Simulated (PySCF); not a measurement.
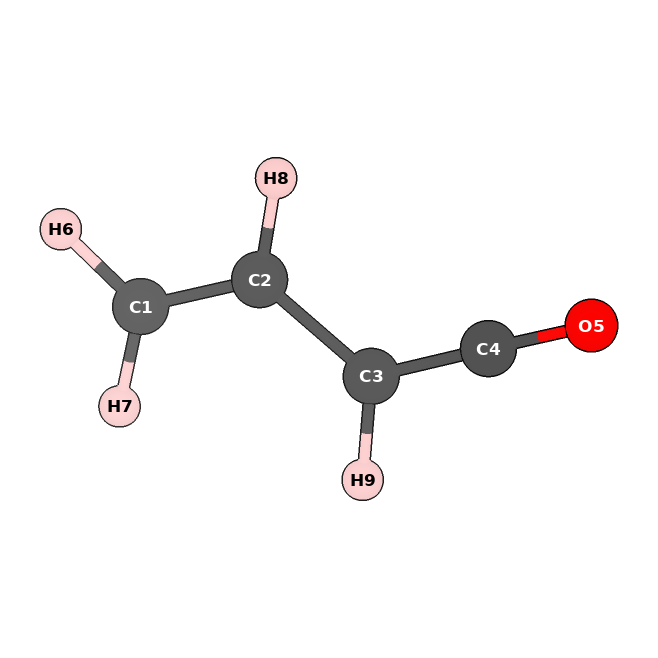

The geometry was computed by an optimisation with PBE0-D3(BJ)/def2-SVP. No frequency run is at hand to confirm it as a minimum. Method: B3LYP/pcJ-1 indirect spin-spin coupling, non-relativistic, gas phase (PySCF 2.14.0). Isotopes: 13C, 1H, 17O.

Give the spin–spin coupling constants of these pairs, with the number of bonds between them: C1/H7, C1/H6, C3/H9, C3/C4, C2/C4, O5/H9.

| pair | bonds apart | J (Hz) |
| --- | --- | --- |
| C1, H7 | 1 | 165.8 |
| C1, H6 | 1 | 174.5 |
| C3, H9 | 1 | 177.1 |
| C3, C4 | 1 | 122.3 |
| C2, C4 | 2 | 3.0 |
| O5, H9 | 3 | −1.0 |
